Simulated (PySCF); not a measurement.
EPR calculation of SiClF₂

The run: EPR calculation of SiClF₂, multiplicity 2, SMILES F[Si](F)Cl. Method and program: UKS B3LYP, IGLO-III on Cl F Si, non-relativistic, mean-field spin-orbit, GIAO (PySCF 2.14.0).

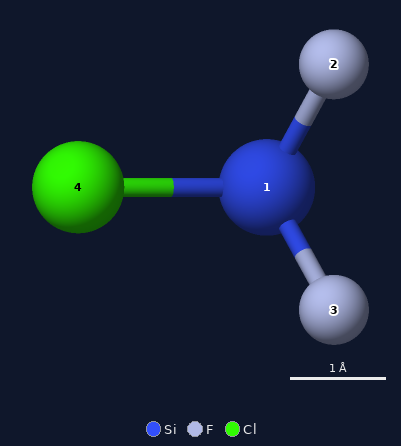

Fig. 1: The structure as given in the input (ball-and-stick view, seen on its broad side; atoms are numbered from 1 in the order of the input). Bond lengths as drawn: Cl–Si 2.05 Å and F–Si 1.61 Å.

**Summary**

- outcome: converged
- total energy: −949.654087 hartree
- ⟨S²⟩: 0.751
- isotropic g: 2.0008
- hardware: 1 CPU thread, shared host
- wall time: 12 s
- peak memory: 0.54 GiB

**Input file**
```
{"job": {"kind": "epr"}, "charge": 0, "multiplicity": 2}
Si    -0.124075    -0.028167     0.480410
F     -0.830660     1.283729    -0.135728
F     -0.865653    -1.300356    -0.175583
Cl     1.846406    -0.045567    -0.087645
```

The first line tells a small driver script what to run in PySCF; the rest is the geometry in Å.

Command:
```bash
OMP_NUM_THREADS=1 python <driver script> task.json out
```

**What the program printed**
```
UKS, coarse grid
  cycle   1  E = -949.53709110  |g| = 5.99e-01
  cycle   2  E = -949.27982027  |g| = 1.11e+00
  cycle   3  E = -949.65273069  |g| = 5.60e-02
  cycle   4  E = -949.65348155  |g| = 4.22e-02
  cycle   5  E = -949.65422645  |g| = 5.26e-03
  cycle   6  E = -949.65423782  |g| = 2.12e-03
  cycle   7  E = -949.65424075  |g| = 4.21e-04
UKS, final grid
  cycle   1  E = -949.65408736  |g| = 4.58e-04
  cycle   2  E = -949.65408730  |g| = 6.43e-04
  cycle   3  E = -949.65408743  |g| = 8.40e-05
  cycle   4  E = -949.65408743  |g| = 1.56e-05
E = -949.65408743 Eh   <S^2> = 0.7515 (exact 0.7500)
g shifts (ppm)      1          2          3
  rmc          -236       -236       -236
  gc             91         93         41
  oz_so       -2732       -764       -453
  total       -2877       -907       -648
hyperfine (MHz)  atom isotope    a_iso     a_fc   dipolar eigenvalues
    0  29Si   -1362.42   -1363.54   -111.85     55.17     56.68
    1   19F     300.90     299.21   -131.74   -125.94    257.67
    2   19F     301.18     299.49   -131.72   -125.91    257.63
    3  35Cl      41.57      41.00    -26.95    -26.71     53.65
```

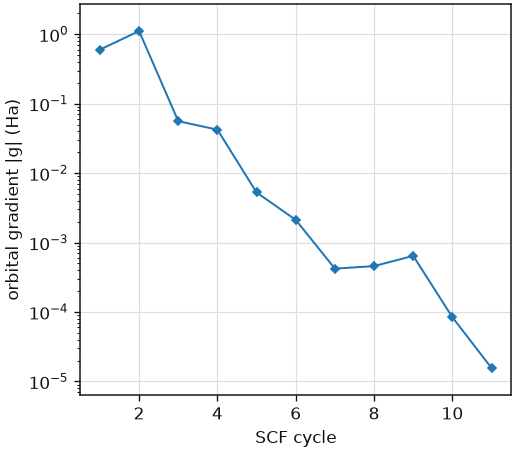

Fig. 2: Convergence of the self-consistent field: orbital gradient |g| against the SCF cycle. All cycles printed in the log are drawn one after another.

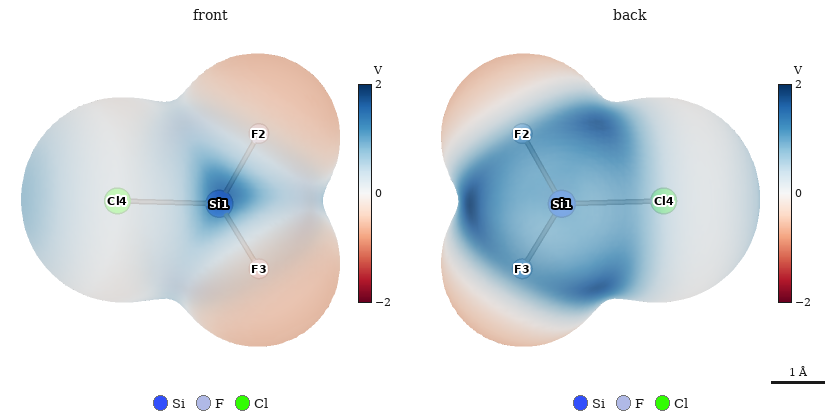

Fig. 3: The electrostatic potential painted on the density surface at 0.002 e/bohr³, seen at a tilt and from behind; the colour scale runs from red (negative) to blue (positive). A positive charge is drawn to the negative regions and a negative charge to the positive ones.

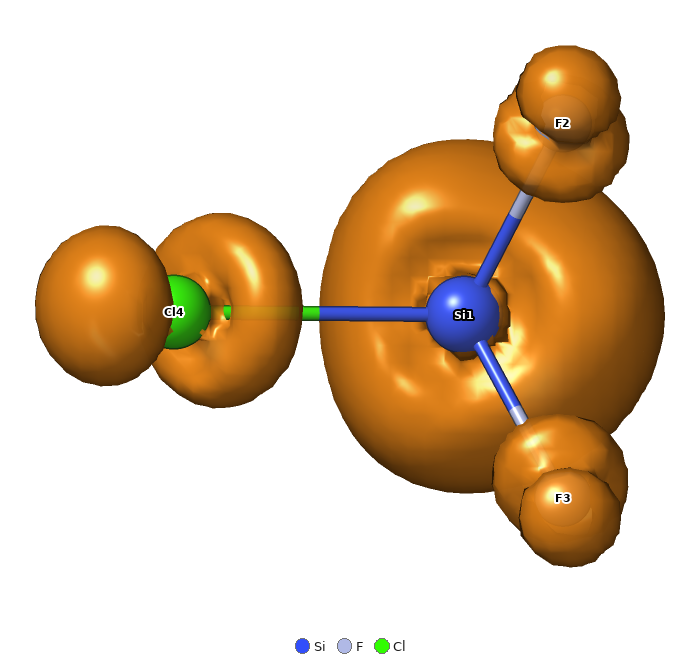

Fig. 4: Isosurface of the spin density at +0.03 e/Å³ (orange), seen at a tilt. The unpaired spin (1 electron) lies mostly on Si1 (about 0.7), Cl4 (about 0.1), F2 (about 0.1) and F3 (about 0.1), in electrons by Hirshfeld's partition.
